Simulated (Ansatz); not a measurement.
# BH₆Si₂ (doublet): what the fields show

```xyz
9

B    -1.6332    1.4259    2.9379
Si    0.1268    1.2566    2.1088
Si    0.5361    0.9007   -0.1788
H    -1.7266    1.6064    4.1325
H    -2.6241    1.3486    2.2449
H     1.3955    1.3437    2.9125
H     1.3627    2.0195   -0.7490
H    -0.7711    0.8306   -0.9113
H     1.2888   -0.3840   -0.3878
```

Geometry: BLYP-D3(BJ)/def2-SVP.

These are results of Ansatz, isolated molecule in a Gaussian basis; Kohn-Sham density functional theory, functional PBE0, not measurements.

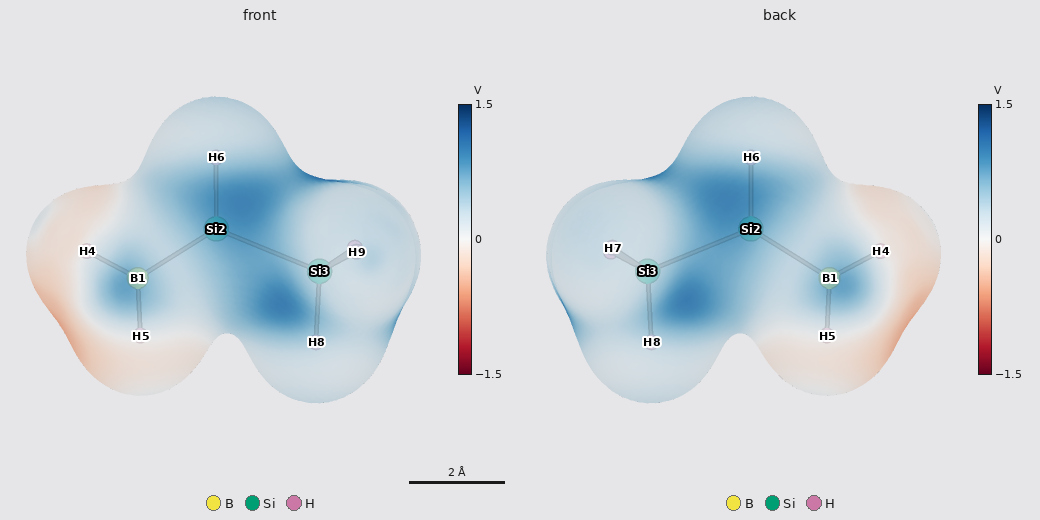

Figure 1. The molecular electrostatic potential painted on the density surface at 0.002 e/bohr³, seen from the front and from behind; red is negative and blue positive.

### Which sites attract a positive test charge, and which a negative one?

A positive charge is drawn to the negative regions and a negative charge to the positive ones. The most negative region (about −0.5 V, or −12 kcal/mol for a unit charge) lies over H4, the most positive (about +1.1 V, or +25 kcal/mol for a unit charge) over Si3.

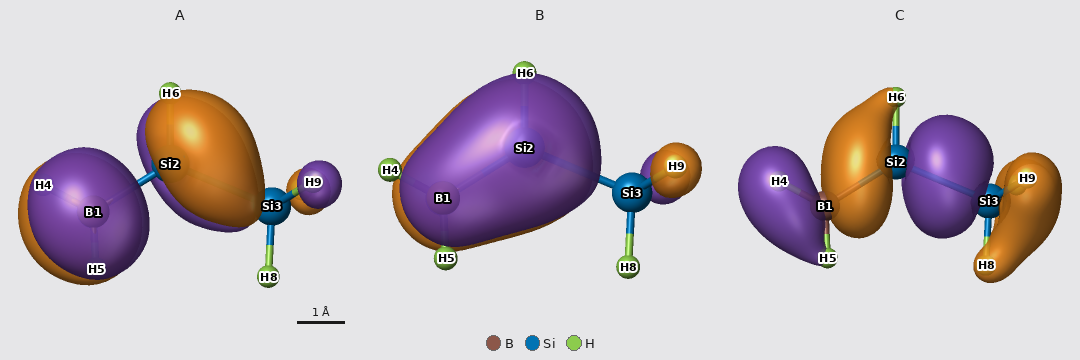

Figure 2. Three frontier orbitals at ±0.08 Å⁻³ᐟ² (orange and purple are the two phases), in no order.

### Order the three orbitals by energy and name them. All are α orbitals.

C is the HOMO−1 (α) (−8.29 eV). By Hirshfeld shares it lies mainly on Si2 (about 35 %), Si3 (about 25 %), B1 (about 20 %) and H4 (about 10 %). B is the HOMO (α) (−6.46 eV). By Hirshfeld shares it lies mainly on Si2 (about 60 %) and B1 (about 25 %); π-bonding across Si2–B1. A is the LUMO (α) (−1.66 eV). Its weight (Hirshfeld) is mainly on B1 (about 45 %), Si2 (about 30 %) and Si3 (about 10 %); π-antibonding (π*) across B1–Si2.

### What is the gap between the highest occupied and lowest empty α orbitals?

4.80 eV between the orbital energies.

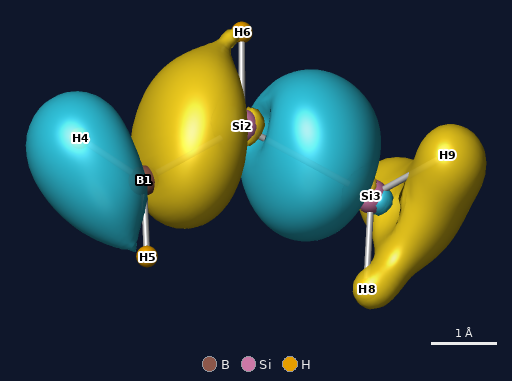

Figure 3. The HOMO−1 (α) at ±0.1 Å⁻³ᐟ² (yellow and cyan are the two phases), seen at a tilt.

### Where does this orbital lie, and at what energy?

By Hirshfeld shares it lies mainly on Si2 (about 35 %), Si3 (about 25 %), B1 (about 20 %) and H4 (about 10 %). Its energy is −8.29 eV.
